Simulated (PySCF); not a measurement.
# M06-L/def2-TZVPP run of NOF (nitrosyl fluoride)

What is the vertical ionisation energy of NOF (nitrosyl fluoride) at M06-L/def2-TZVPP? 

The results are computed with PySCF 2.14.0.

1 further run of the same task is left out (set aside as unsound or not needed).

### 1 The system as given

NOF: 3 atoms, total charge 0, spin state singlet. As SMILES, `O=NF`. Geometry: relaxed at PBE0-D4/def2-TZVP.

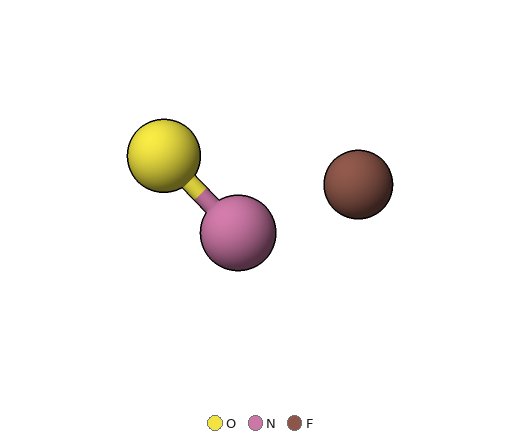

The structure, seen from a chosen angle (oxygen yellow, nitrogen pink, fluorine brown).

### 2 A single-point energy at M06-L/def2-TZVPP

Input file input.py:

```python
# nitrosyl fluoride
from pyscf import gto, dft

mol = gto.Mole()
mol.atom = '''
O        0.868350       0.242970       0.504740
N        0.148930      -0.482540       0.029910
F       -1.017290       0.239580      -0.534650
'''
mol.basis = 'def2-tzvpp'
mol.max_memory = 1860
mol.spin = 0
mol.verbose = 3
mol.build()

myscf = dft.RKS(mol)
myscf.xc = 'm06-l'
myscf.conv_tol = 1e-10
myscf.grids.level = 5
myscf.kernel()
if not myscf.converged:
    myscf = myscf.newton().run(myscf.mo_coeff, myscf.mo_occ)

e_tot = myscf.e_tot
print('E(%s) = %.9f' % ('M06-L', e_tot))
```

The run is started by

```
OMP_NUM_THREADS=1 python input.py
```

Standard output:

```text
converged SCF energy = -229.785290658837
E(M06-L) = -229.785290659
```

Wall time 18 s (1 thread of Arm Neoverse V2, shared host); peak memory 0.47 GiB.

### 3 The doublet cation

Input file input.xyz:

```xyz
3
FNO
O      0.868350     0.242970     0.504740
N      0.148930    -0.482540     0.029910
F     -1.017290     0.239580    -0.534650
```

Input file run.py:

```python
from pyscf import gto, dft

molecule = gto.M(
    atom='input.xyz',
    basis='def2-tzvpp',
    verbose=4,
    charge=1,
    max_memory=1860,
    spin=1,
)

calc0 = dft.UKS(molecule, xc='m06-l')
calc0.conv_tol = 1e-10
calc0.grids.level = 5
calc0.kernel()
if not calc0.converged:
    calc0 = calc0.newton().run(calc0.mo_coeff, calc0.mo_occ)

etot = calc0.e_tot
print(f'total energy: {etot:.8f} hartree')
```

The run is started by

```
OMP_NUM_THREADS=1 python run.py
```

Standard output:

```text
PySCF version 2.14.0

[INPUT] num. atoms = 3
[INPUT] num. electrons = 23
[INPUT] charge = 1
[INPUT] spin (= nelec alpha-beta = 2S) = 1
[INPUT] symmetry False subgroup None
[INPUT] Mole.unit = angstrom
[INPUT] Symbol           X                Y                Z      unit          X                Y                Z       unit  Magmom
[INPUT]  1 O      0.868350000000   0.242970000000   0.504740000000 AA    1.640943680266   0.459146756486   0.953820364113 Bohr   0.0
[INPUT]  2 N      0.148930000000  -0.482540000000   0.029910000000 AA    0.281436911731  -0.911868444148   0.056521708386 Bohr   0.0
[INPUT]  3 F     -1.017290000000   0.239580000000  -0.534650000000 AA   -1.922399489259   0.452740584923  -1.010342072499 Bohr   0.0

nuclear repulsion = 66.4729217263816
number of shells = 33
number of NR pGTOs = 138
number of NR cGTOs = 93
basis = def2-tzvpp
ecp = {}

******** <class 'pyscf.dft.uks.UKS'> ********
method = UKS
initial guess = minao
damping factor = 0
level_shift factor = 0
DIIS = <class 'pyscf.scf.diis.CDIIS'>
diis_start_cycle = 1
diis_space = 8
diis_damp = 0
SCF conv_tol = 1e-10
SCF conv_tol_grad = None
SCF max_cycles = 50
direct_scf = True
direct_scf_tol = 1e-13
number electrons alpha = 12  beta = 11
XC library pyscf.dft.libxc version 7.0.0
    S. Lehtola, C. Steigemann, M. J.T. Oliveira, and M. A.L. Marques.,  SoftwareX 7, 1–5 (2018)
XC functionals = m06-l
    Y. Zhao and D. G. Truhlar.,  Theor. Chem. Acc. 120, 215 (2008)
radial grids:
    Treutler-Ahlrichs [JCP 102, 346 (1995); DOI:10.1063/1.469408] (M4) radial grids

becke partition: Becke, JCP 88, 2547 (1988); DOI:10.1063/1.454033
pruning grids: <function nwchem_prune>
grids dens level: 5
symmetrized grids: False
atomic radii adjust function: <function treutler_atomic_radii_adjust>
small_rho_cutoff = 0
Set gradient conv threshold to 1e-05
tot grids = 128976
init E= -230.160542233934
[... the frontier-level lines of each cycle are left out ...]


cycle= 1 E= -229.11404251121  delta_E= 1.05  |g|= 0.679  |ddm|= 1.17
cycle= 2 E= -226.37355053734  delta_E= 2.74  |g|= 2.78  |ddm|= 1.45
cycle= 3 E= -228.72197149186  delta_E= -2.35  |g|= 1.26  |ddm|= 1.27
cycle= 4 E= -229.263846999816  delta_E= -0.542  |g|= 0.372  |ddm|= 0.698
cycle= 5 E= -229.316783140278  delta_E= -0.0529  |g|= 0.0466  |ddm|= 0.205
cycle= 6 E= -229.317667719065  delta_E= -0.000885  |g|= 0.0157  |ddm|= 0.0346
cycle= 7 E= -229.317752310086  delta_E= -8.46e-05  |g|= 0.00937  |ddm|= 0.0133
cycle= 8 E= -229.317795391147  delta_E= -4.31e-05  |g|= 0.00216  |ddm|= 0.00664
cycle= 9 E= -229.317800564753  delta_E= -5.17e-06  |g|= 0.0013  |ddm|= 0.00431
cycle= 10 E= -229.317802018783  delta_E= -1.45e-06  |g|= 0.000667  |ddm|= 0.00232
cycle= 11 E= -229.317802496853  delta_E= -4.78e-07  |g|= 0.000164  |ddm|= 0.00172
cycle= 12 E= -229.317802534387  delta_E= -3.75e-08  |g|= 4.77e-05  |ddm|= 0.000573
cycle= 13 E= -229.317802536303  delta_E= -1.92e-09  |g|= 1.02e-05  |ddm|= 0.000135
cycle= 14 E= -229.317802536355  delta_E= -5.16e-11  |g|= 3.49e-06  |ddm|= 1.06e-05
Extra cycle  E= -229.317802536325  delta_E= 3.04e-11  |g|= 1.03e-05  |ddm|= 6.1e-06
converged SCF energy = -229.317802536325  <S^2> = 0.76099772  2S+1 = 2.0109676
total energy: -229.31780254 hartree
```

Run time: 41 s. Hardware: 1 thread of Arm Neoverse V2, shared host; peak memory 0.5 GiB.

### 4 Summary of results

Level: M06-L/def2-TZVPP.

```
                                          quantity          value
                         singlet NOF: total energy  -229.78529 Eh
                        singlet NOF: dipole moment         1.40 D
                          singlet NOF: HOMO energy       -8.25 eV
                          singlet NOF: LUMO energy       -4.17 eV
                        singlet NOF: HOMO–LUMO gap        4.08 eV
                      doublet cation: total energy  -229.31780 Eh
doublet cation: HOMO energy (highest over α and β)      -19.22 eV
 doublet cation: LUMO energy (lowest over α and β)      -17.21 eV
                              doublet cation: ⟨S²⟩          0.761
vertical ionisation energy (to the doublet cation)      12.721 eV
```

Removing an electron at fixed nuclei costs 12.72 eV (1227 kJ/mol). −ε(HOMO) before ionisation, 8.25 eV, is 4.47 eV below this ionisation energy. Mulliken charges (singlet NOF) run from -0.23 on F3 to +0.42 on N2.
